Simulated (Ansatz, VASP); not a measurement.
**Au (Gold): VASP beside Ansatz**

Wanted: the spread between two codes on one cell, functional and k mesh. The cell comes out of the VASP series on this material, whose earlier steps may have relaxed, scaled or displaced it; both programs get it as it stands.

Method: plane waves, with VASP 6.6.1 beside it; band structure at PBEsol, spin-orbit coupling, in Ansatz 0.2.0.

## (1) Starting point

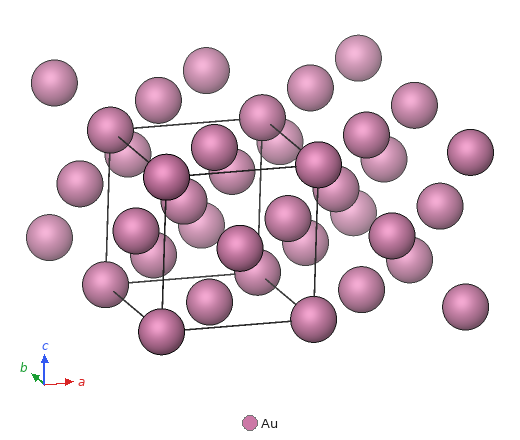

The starting structure, seen slightly off an axis (gold pink). 2×2×1 cells are drawn. This picture shows the conventional cell, with its axes. Some periodic images of atoms are drawn too.

Structure file:

```cif
data_structure
_symmetry_space_group_name_H-M 'P 1'
_symmetry_Int_Tables_number 1
_cell_length_a 2.8856
_cell_length_b 2.8856
_cell_length_c 2.8856
_cell_angle_alpha 60.000
_cell_angle_beta 60.000
_cell_angle_gamma 60.000
_cell_volume 16.99
loop_
_atom_site_label
_atom_site_type_symbol
_atom_site_fract_x
_atom_site_fract_y
_atom_site_fract_z
_atom_site_occupancy
Au1 Au 0.00000 0.00000 0.00000 1
```

## (2) VASP: band structure, PBEsol, spin-orbit coupling

Levels along a path test the potential and the projectors away from the mesh points.

Lines of VASP's logs that name or quote its potential files are left out, and so is its time.

Contents of INCAR:

```
SYSTEM = Au
PREC = Accurate
ENCUT = 400
EDIFF = 1E-06
NELM = 100
ISMEAR = 1
SIGMA = 0.2
LREAL = .FALSE.
ALGO = Normal
GGA = PS
LNONCOLLINEAR = .TRUE.
MAGMOM = 0 0 0
NBANDS = 22
GGA_COMPAT = .FALSE.
LASPH = .TRUE.
LSORBIT = .TRUE.
LMAXMIX = 4
LORBIT = 11
LWAVE = .FALSE.
LCHARG = .FALSE.
KPAR = 2
```

Contents of POSCAR:

```
Au
1.0
    0.0000000000      2.0404236080      2.0404236080
    2.0404236080      0.0000000000      2.0404236080
    2.0404236080      2.0404236080      0.0000000000
Au
1
Direct
    0.0000000000      0.0000000000      0.0000000000
```

Contents of KPOINTS:

```
Automatic mesh
0
Gamma
8 8 8
0 0 0
```

Contents of KPOINTS_OPT:

```
Line mode
16
Line-mode
Reciprocal
  0.00000000   0.00000000   0.00000000 GAMMA
  0.50000000   0.00000000   0.50000000 X

  0.50000000   0.00000000   0.50000000 X
  0.50000000   0.25000000   0.75000000 W

  0.50000000   0.25000000   0.75000000 W
  0.37500000   0.37500000   0.75000000 K

  0.37500000   0.37500000   0.75000000 K
  0.00000000   0.00000000   0.00000000 GAMMA

  0.00000000   0.00000000   0.00000000 GAMMA
  0.50000000   0.50000000   0.50000000 L

  0.50000000   0.50000000   0.50000000 L
  0.62500000   0.25000000   0.62500000 U

  0.62500000   0.25000000   0.62500000 U
  0.50000000   0.25000000   0.75000000 W

  0.50000000   0.25000000   0.75000000 W
  0.50000000   0.50000000   0.50000000 L

  0.50000000   0.50000000   0.50000000 L
  0.37500000   0.37500000   0.75000000 K

  0.62500000   0.25000000   0.62500000 U
  0.50000000   0.00000000   0.50000000 X
```

PAW data sets: Au (PBE family, release 64).

Run with:

```sh
$ mpirun -np 2 vasp_ncl
```

Numbers of over 12 decimals in the logs are rounded to 6 here.

The program printed:

```text
[banner, memory and clock lines left out]
running    2 mpi-ranks, on    1 nodes
 distrk:  each k-point on    1 cores,    2 groups
 distr:  one band on    1 cores,    1 groups

 POSCAR found type information on POSCAR Au
 POSCAR found :  1 types and       1 ions
|                                                                             |
|               ----> ADVICE to this user running VASP <----                  |
|                                                                             |
|     You enforced a specific xc type in the INCAR file but a different       |
|     [... a line on the potential file left out ...]
|     I HOPE YOU KNOW WHAT YOU ARE DOING!                                     |
|                                                                             |

 LDA part: xc-table for (Slater+PW92), standard interpolation
 POSCAR, INCAR and KPOINTS ok, starting setup
 FFT: planning ... GRIDC
 FFT: planning ... GRID_SOFT
 FFT: planning ... GRID
 WAVECAR not read
 entering main loop
       N       E                     dE             d eps       ncg     rms          rms(c)
DAV:   1     0.516194835664E+02    0.51619E+02   -0.48239E+03  1356   0.774E+02
DAV:   2    -0.351859297478E+01   -0.55138E+02   -0.51826E+02  1510   0.203E+02
DAV:   3    -0.453240231722E+01   -0.10138E+01   -0.10081E+01  1498   0.271E+01
DAV:   4    -0.453707473819E+01   -0.46724E-02   -0.46720E-02  1450   0.203E+00
DAV:   5    -0.453711983819E+01   -0.45100E-04   -0.45100E-04  1492   0.204E-01    0.113E+01
DAV:   6    -0.420444591047E+01    0.33267E+00   -0.49250E-01  1342   0.838E+00    0.691E+00
DAV:   7    -0.418073497009E+01    0.23711E-01   -0.41227E-02  1456   0.241E+00    0.339E+00
DAV:   8    -0.417776106140E+01    0.29739E-02   -0.12789E-03  1398   0.310E-01    0.140E+00
DAV:   9    -0.417751137871E+01    0.24968E-03   -0.22895E-04  1420   0.159E-01    0.105E-01
DAV:  10    -0.417751605342E+01   -0.46747E-05   -0.22054E-06  1396   0.156E-02    0.367E-02
DAV:  11    -0.417751664383E+01   -0.59041E-06   -0.28989E-07  1170   0.589E-03
   1 F= -.41775166E+01 E0= -.41775567E+01  d E =0.120292E-03  mag=     0.0000    -0.0000    -0.0000
 Start KPOINTS_OPT (optional k-point list driver)
k-point batch [1-29\160]
       N       E                     dE             ncg
DAV:   1     0.330211150935E+04   -0.62517E+04     1348
DAV:   2     0.170911297673E+04   -0.15930E+04     1528
DAV:   3     0.168098052528E+04   -0.28132E+02     1378
DAV:   4     0.168083506081E+04   -0.14546E+00     1360
DAV:   5     0.168083342763E+04   -0.16332E-02     1372
DAV:   6     0.168083340624E+04   -0.21394E-04     1354
DAV:   7     0.168083340597E+04   -0.27409E-06     1004
[...]
k-point batch [146-160\160]
       N       E                     dE             ncg
DAV:   1     0.799684506403E+04   -0.52795E+04      684
DAV:   2     0.720474698551E+04   -0.79210E+03      792
DAV:   3     0.718830987666E+04   -0.16437E+02      696
DAV:   4     0.718822207286E+04   -0.87804E-01      708
DAV:   5     0.718822104847E+04   -0.10244E-02      702
DAV:   6     0.718822103469E+04   -0.13781E-04      708
DAV:   7     0.718822103452E+04   -0.17826E-06      464
```

Parts of OUTCAR (step 2):

```text
ion  position               nearest neighbor table
   1  0.000  0.000  0.000-

  LATTYP: Found a face centered cubic cell.
 ALAT       =     4.0808472160

 Subroutine GETGRP returns: Found 48 space group operations
 (whereof 48 operations were pure point group operations)

The static configuration has the point symmetry O_h .

 Found     29 irreducible k-points:

   k-points           NKPTS =     29   k-points in BZ     NKDIM =     29   number of bands    NBANDS=     22

   dimension x,y,z NGX =    20 NGY =   20 NGZ =   20
   dimension x,y,z NGXF=    40 NGYF=   40 NGZF=   40

   ENCUT  =  400.0 eV  29.40 Ry    5.42 a.u.   4.71  4.71  4.71*2*pi/ulx,y,z

   NELECT =      11.0000    total number of electrons

 k-points in reciprocal lattice and weights: Automatic mesh
   0.00000000  0.00000000  0.00000000       0.002
   0.12500000  0.00000000  0.00000000       0.016
   0.25000000  0.00000000  0.00000000       0.016
   0.37500000  0.00000000  0.00000000       0.016
   0.50000000  0.00000000  0.00000000       0.008
   0.12500000  0.12500000  0.00000000       0.012
   0.25000000  0.12500000  0.00000000       0.047
   0.37500000  0.12500000  0.00000000       0.047
   0.50000000  0.12500000  0.00000000       0.047
[...]
-0.37500000  0.50000000  0.12500000       0.023
  -0.25000000  0.50000000  0.25000000       0.012

 average (electrostatic) potential at core
       1 -64.0769

 E-fermi :   9.3686

 k-point     1 :       0.0000    0.0000    0.0000
  band No.  band energies     occupation
    ...
      8       5.1944      1.00000
      9       6.4211      1.00000
     10       6.4211      1.00000
     11       6.4211      1.00000
     12       6.4211      1.00000
     13      23.8278      0.00000
     14      23.8278      0.00000
     15      27.0441      0.00000
     16      27.0441      0.00000
     17      28.1009      0.00000
    ...

 k-point     2 :       0.1250    0.0000    0.0000
  band No.  band energies     occupation
    ...
      8       5.2956      1.00000
      9       6.2660      1.00000
     10       6.2660      1.00000
     11       6.4671      1.00000
     12       6.4671      1.00000
     13      24.2495      0.00000
     14      24.2495      0.00000
     15      25.1413      0.00000
     16      25.1413      0.00000
     17      28.0190      0.00000
    ...

 k-point     3 :       0.2500    0.0000    0.0000
  band No.  band energies     occupation
    ...
      8       5.4858      1.00000
      9       6.2395      1.00000
     10       6.2395      1.00000
     11       6.8046      1.00000
     12       6.8046      1.00000
     13      20.3472      0.00000
     14      20.3472      0.00000
     15      24.8894      0.00000
     16      24.8894      0.00000
     17      28.4105      0.00000
    ...

  Total       -0.0021522     -0.0021522     -0.0021522     -0.0000000     -0.0000000      0.0000000
  in kB       -0.2029573     -0.2029573     -0.2029573     -0.0000000     -0.0000000      0.0000000
  external PRESSURE =      -0.2029573 kB  Pullay stress =       0.0000000 kB

  energy-cutoff  :      400.00
  volume of cell :       16.99
      direct lattice vectors                 reciprocal lattice vectors
     0.000000000  2.040423608  2.040423608    -0.245047155  0.245047155  0.245047155
     2.040423608  0.000000000  2.040423608     0.245047155 -0.245047155  0.245047155
     2.040423608  2.040423608  0.000000000     0.245047155  0.245047155 -0.245047155

 POSITION                                       TOTAL-FORCE (eV/Angst)
 -----------------------------------------------------------------------------------
      0.00000      0.00000      0.00000         0.000000      0.000000      0.000000
 -----------------------------------------------------------------------------------
    total drift:                                0.000000      0.000000      0.000000

  FREE ENERGIE OF THE ION-ELECTRON SYSTEM (eV)
  ---------------------------------------------------
  free  energy   TOTEN  =        -4.1775166438 eV

  energy  without entropy=       -4.1776369354  energy(sigma->0) =       -4.17755674

 Spin-Orbit-Coupling matrix elements
 Ion:    1  E_soc:     -0.5907327

 total charge
# of ion       s       p       d       tot
------------------------------------------
    1        0.544   0.371   8.729   9.644

 magnetization (x)
# of ion       s       p       d       tot
------------------------------------------
    1        0.000   0.000   0.000   0.000

 magnetization (y)
# of ion       s       p       d       tot
------------------------------------------
    1        0.000  -0.000   0.000   0.000

 magnetization (z)
# of ion       s       p       d       tot
------------------------------------------
    1        0.000   0.000   0.000   0.000

[... 3 further parts left out ...]
```

The run ends at a pressure of -0.02 GPa.

## (3) Ansatz: band structure, PBEsol, spin-orbit coupling

Ansatz runs on its fully relativistic PAW (standard-fr) files.

The same cell, functional, mesh and smearing now go to Ansatz, which takes its cutoff from its data sets.

Contents of input.yaml:

```yaml
crystal:
  lattice:
    - [0.0, 2.040423608, 2.040423608]
    - [2.040423608, 0.0, 2.040423608]
    - [2.040423608, 2.040423608, 0.0]
  atoms:
    - { symbol: Au, position: [0.0, 0.0, 0.0] }
hamiltonian:
  xc: pbesol
  pseudopotentials: { kind: paw_fr }
magnetization:
  noncollinear: true
  spin_orbit: true
kpoints:
  mp_grid: { grid: [8, 8, 8] }
  band_path:
    path:
      - [0.0, 0.0, 0.0]
      - [0.16667, 0.0, 0.16667]
      - [0.33333, 0.0, 0.33333]
      - [0.5, 0.0, 0.5]
      - [0.5, 0.08333, 0.58333]
      - [0.5, 0.18333, 0.68333]
      - [0.5, 0.25, 0.75]
      - [0.45, 0.3, 0.75]
      - [0.40833, 0.34167, 0.75]
      - [0.35, 0.35, 0.7]
      - [0.225, 0.225, 0.45]
      - [0.075, 0.075, 0.15]
      - [0.03333, 0.03333, 0.03333]
      - [0.23333, 0.23333, 0.23333]
      - [0.4, 0.4, 0.4]
      - [0.51667, 0.46667, 0.51667]
      - [0.55833, 0.38333, 0.55833]
      - [0.60833, 0.28333, 0.60833]
      - [0.60833, 0.25, 0.64167]
      - [0.55833, 0.25, 0.69167]
      - [0.51667, 0.25, 0.73333]
      - [0.5, 0.3, 0.7]
      - [0.5, 0.38333, 0.61667]
      - [0.5, 0.48333, 0.51667]
      - [0.475, 0.475, 0.55]
      - [0.425, 0.425, 0.65]
      - [0.38333, 0.38333, 0.73333]
      - [0.59167, 0.18333, 0.59167]
      - [0.55, 0.1, 0.55]
      - [0.5, 0.0, 0.5]
    npoints: 1
scf:
  occupations: { method: methfessel_paxton, width: 0.2 }
  n_extra_bands: 12
output:
  forces: true
  stress: true
  eigenvalues: true
```

Run with:

```sh
$ ansatz run input.yaml --threads 2 --pin off --max-ram 4608MiB --backend cpu --events-out ev --progress --plain --runs-dir out
```

The program printed:

```text
scf.n_extra_bands = 12 over 19 filled bands (N_el = 19.0): the run solves 31 bands
Engine: ansatz 0.2.0, aarch64-unknown-linux-gnu
Pseudopotentials: kind: paw_fr
Pseudopotential: Au, paw_fr, valence charge 19, recommended cutoff 420 eV (normal), Au.paw.azcp#standard-fr
Functional definition: PBEsol
  exchange = pbesol_x
  correlation = pbesol_c
non-collinear run that drives no moment, with spin-orbit: no starting moment large enough to seed its density (crystal.atoms[].spin), no starting occupations that ask for one, no magnetisation constraint and no magnetic field, so the semilocal B_xc is pinned to zero
Crystal: 1 atoms, lattice volume = 16.990 Å³
Basis set: ecut = 420 eV, 331 PW (Γ), exchange–correlation on 40×40×40 points (8 copies of the dense FFT grid, shifted against one another)
Bands: 31, of which v1, the nominal top of the filled ones, is band 19 counted from 1 (18 counted from 0)
Symmetry: 48 space group operations + 48 with time reversal
Magnetic group: BNS 225.117 (UNI 1619), of the structure as read, at distance tolerance 2.6e-5 Å
k-points: 29 of 512
Projection manifold: j_resolved (fully-relativistic pseudo-atomic orbitals)
Non-local potential: Au, projectors of the file, l = 0: 3, l = 1: 4, l = 2: 4, l = 3: 2
PAW form: soft (Blöchl's): semilocal exchange-correlation on the pseudo side does not see the compensation charge
PAW frozen core: Au, regenerated for the run's functional, and the local potential with it (the file was generated under x = pbe(κ = 0.804, μ = 0.219515), c = pbe(β = 0.066725))
PAW one-centre angular grid: Au, 590 points (default); XC on 64 Gauss nodes
Initial density: superposition of atomic densities (chi_scale 0.1, normalization cell)
Initial wavefunctions: pseudopotential atomic-orbital guess
Functional: x = pbesol(κ = 0.804, μ = 0.123457), c = pbesol(β = 0.046)
SCF iter   1: F=—  HF=-13044.164255 eV  |F-HF|=—  |Δ(HF+E_count)|=         —  Δρ=7.73e-2  dr2=1.11e0  dr2_m=0.00e0 (ungated)  ethr=3.10e-3  |M|=0.00e0 ∫|m|=0.00e0 μB  |m|>n=0.0e0 m-floor=0.0e0 τ_xc=0.0e0  β_m=0.30  ⟨swp⟩=5.8  Hψ=3985  notcnv=0  defer=66
preconditioner: auto → none  [metal: Δε(μ)=0.044 eV  Ē_g=18.402 eV  σ=0.200 eV  W_gap=0.18  n_scr=8 (ndim 8)  ℏωp=29.9 eV  f_vac=0.000  D(μ)=1.38/eV (n_scr^D=14)  sad-step TF]
SCF iter   2: F=—  HF=-13043.971253 eV  |F-HF|=—  |Δ(HF+E_count)|=   1.93e-1  S|Δr|=    0.00e0  Δρ=5.07e-2  dr2=4.78e-1  dr2_m=0.00e0 (ungated)  ethr=3.10e-3  |M|=0.00e0 ∫|m|=0.00e0 μB  |m|>n=0.0e0 m-floor=0.0e0 τ_xc=0.0e0  β_m=0.57  ⟨swp⟩=1.9  Hψ=1267  notcnv=0  defer=132
SCF iter   3: F=—  HF=-13043.821396 eV  |F-HF|=—  |Δ(HF+E_count)|=   1.50e-1  S|Δr|=    0.00e0  Δρ=7.26e-3  dr2=4.02e-3  dr2_m=0.00e0 (ungated)  ethr=2.52e-3  |M|=0.00e0 ∫|m|=0.00e0 μB  |m|>n=0.0e0 m-floor=0.0e0 τ_xc=0.0e0  β_m=0.77  ⟨swp⟩=2.1  Hψ=1248  notcnv=0  defer=132
SCF iter   4: F=—  HF=-13043.823570 eV  |F-HF|=—  |Δ(HF+E_count)|=   2.17e-3  S|Δr|=    0.00e0  Δρ=9.83e-4  dr2=1.60e-4  dr2_m=0.00e0 (ungated)  ethr=2.11e-5  |M|=0.00e0 ∫|m|=0.00e0 μB  |m|>n=0.0e0 m-floor=0.0e0 τ_xc=0.0e0  β_m=0.86  ⟨swp⟩=2.0  Hψ=1399  notcnv=0  defer=141
SCF iter   5: F=—  HF=-13043.823531 eV  |F-HF|=—  |Δ(HF+E_count)|=   3.92e-5  S|Δr|=    0.00e0  Δρ=2.98e-4  dr2=1.38e-5  dr2_m=0.00e0 (ungated)  ethr=8.44e-7  |M|=0.00e0 ∫|m|=0.00e0 μB  |m|>n=0.0e0 m-floor=0.0e0 τ_xc=0.0e0  β_m=0.84  ⟨swp⟩=1.3  Hψ=812  notcnv=0  defer=141
SCF iter   6: F=—  HF=-13043.823533 eV  |F-HF|=—  |Δ(HF+E_count)|=   2.39e-6  S|Δr|=    0.00e0  Δρ=1.77e-5  dr2=3.83e-8  dr2_m=0.00e0 (ungated)  ethr=5.26e-10  |M|=0.00e0 ∫|m|=0.00e0 μB  |m|>n=0.0e0 m-floor=0.0e0 τ_xc=0.0e0  β_m=0.87  ⟨swp⟩=9.6  Hψ=5554  notcnv=0
SCF iter   7: F=-13043.823533 eV  HF=-13043.823533 eV  |F-HF|=3.09e-11  |Δ(HF+E_count)|=   2.43e-9  S|Δr|=    0.00e0  Δρ=7.81e-7  dr2=6.53e-11  dr2_m=0.00e0 (ungated)  ethr=2.02e-10  |M|=0.00e0 ∫|m|=0.00e0 μB  |m|>n=0.0e0 m-floor=0.0e0 τ_xc=0.0e0  ⟨swp⟩=1.0  Hψ=2435  notcnv=0
SCF 1 converged in 7 iterations: F = -13043.823533 eV  dr2 = 6.53e-11
  greatest PAW one-centre occupation: 1.001 electrons in one spin orbital (limit 2), on the Au atom at site 0 (counted from 0), in its partial waves of l = 0
NSCF: frozen V_eff on 30 k-points
SCF converged after 7 iterations
Stability not checked: this state was not tested for a lower state beside it, because cold or Methfessel-Paxton smearing, or corrected tetrahedra, fill the levels in a way that the test cannot read (fill_not_monotonic; see scf.lower_state_search)
Magnetization: |M| = 0.0000 μB,  M = (+0.0000, +0.0000, +0.0000) μB
Absolute magnetization: 0.0000 μB (∫|m|)
  site 0: m = (+0.0000, +0.0000, +0.0000) μB, |m| = 0.0000 μB  (R = 1.19 Å)
Free energy (F): -13043.823533 eV
Harris-Foulkes:  -13043.823533 eV  (|F-HF|=3.09e-11)
Internal energy: -13043.823436 eV  (E = F + TS)
E sigma→0 (E₀):  -13043.823509 eV
Entropy (-TS):   -0.000097 eV (-0.097 meV/atom)
Fermi energy:    20.616306 eV
--- Per-component energies (eV) ---
  E_band       = -215.375552
  E_kinetic    = 604.661120
  E_local      = -1694.347863  (includes V_loc(G=0)·N_el)
  E_nonlocal   = 64.211154
  E_hartree    = 721.395704
  E_xc         = -226.989801
  E_vxc        = -275.145236  (∫ρ·V_xc dr)
  E_paw        = -9592.921492  (= ΣΔE_a)
  E_vpaw       = -357.547859  (= ΣTr[D̂ρ^β])
  E_aug_tail   = 0.001332  (compensation charges beyond the density's cutoff)
  E_ewald      = -2920.148558
  E_core_change = 0.314969  (= ΣΔE_core)
  E_smearing   = -0.000097  (= −TS)
  E_closure    = -0.000000  (closes the sum)
  Σ components = -13043.823533   (vs F -13043.823533, Δ=0.00e0)
--- Forces (eV/Å), atoms counted from 1 ---
  atom   1  Au    -0.00000000     0.00000000     0.00000000
  max |Σ_I F_I| component: 1.12e-24 eV/Å
--- Stress (GPa, compression-positive) ---
       -0.048566       0.000000       0.000000
        0.000000      -0.048566       0.000000
        0.000000      -0.000000      -0.048566
  P = ⅓ Tr σ = -0.0486 GPa (-0.486 kbar)
--- Band table (eV; the first three rows and the last of 29) ---
  k-point 0: bands = [... 15 lower, 16.4366, 17.6711, 17.6711, 17.6711, 17.6711, 34.9610, 34.9610, 38.1080, ... 8 higher]
  k-point 1: bands = [... 15 lower, 16.5383, 17.5144, 17.5144, 17.7179, 17.7179, 35.3874, 35.3874, 36.2682, ... 8 higher]
  k-point 2: bands = [... 15 lower, 16.7296, 17.4861, 17.4861, 18.0583, 18.0583, 31.5338, 31.5338, 36.0242, ... 8 higher]
  k-point 28: bands = [... 15 lower, 17.4170, 19.0233, 19.0233, 25.2602, 25.2602, 26.0823, 26.0823, 27.3417, ... 8 higher]
```

It took 3 s on 2 threads of Arm Neoverse V1, shared host; peak memory 0.32 GiB; 5.6 s of CPU time.

Reading the cycles: dr2 is the Hartree energy of the density residual (eV), the measure of convergence; HF is the Harris–Foulkes estimate of the energy, which meets the free energy F at convergence.

## (4) Side by side

Known differences besides the PAW data sets themselves: spin-orbit coupling enters by fully relativistic files in Ansatz and inside the spheres in VASP; the data sets hold 19 valence electrons in Ansatz (fully relativistic PAW (standard-fr) files) and 11 in VASP; the cutoff is 420 eV in Ansatz and 400 eV in VASP; Ansatz makes its cores anew for this functional, VASP keeps those of its PBE data sets. Total energies have different zeros and are not compared.

Compared:

```
      quantity  Ansatz   VASP  difference
pressure (GPa)   -0.05  -0.02       -0.03
```

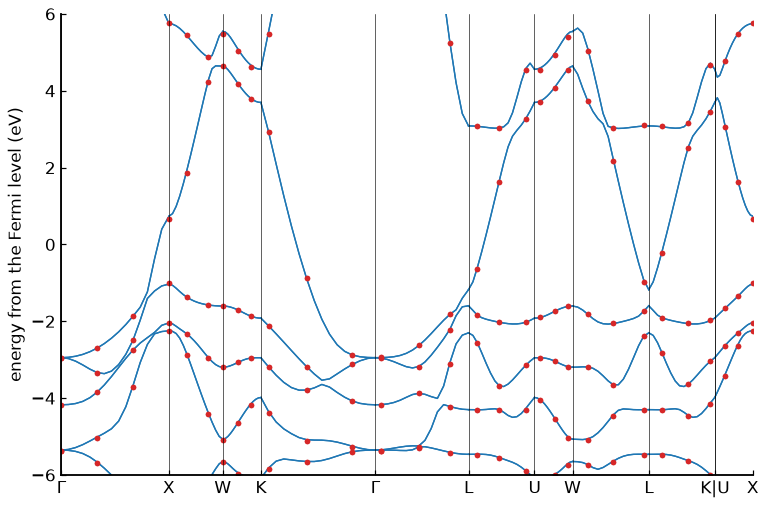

Bands from VASP (lines) and levels from Ansatz (dots). Dots without a line are higher empty bands that the VASP plot leaves out.

Levels from 3 eV below to 2 eV above the Fermi level differ by 24 meV r.m.s. and 82 meV at most; each VASP level is matched to the nearest of Ansatz, which flatters the figure a little. Ansatz's pressure holds a Pulay correction of 0.05 GPa; VASP's holds none.

## (5) What came out

- r.m.s. difference of levels near the Fermi level (band structure, PBEsol, spin-orbit coupling): 24 meV

**Reading.** The r.m.s. difference of levels near the Fermi level is 24 meV (band structure, PBEsol, spin-orbit coupling), within the 80 meV picked in this series as the mark of a large difference. Differences of this kind measure data sets and numerical settings, not the functional's error against experiment.

[Lines on the potential files, build, host, timing and source positions are cut from VASP's logs without a mark.]

[Logs are printed without paths, hosts, clocks, repeated set-up lines and the standing remarks that a program may print on its own settings, such as how far it seeks lower states.]

[Hosts, paths, dates, database ids (printed as entryN), source tags and the programs' standing remarks are cut or masked in the printed files.]
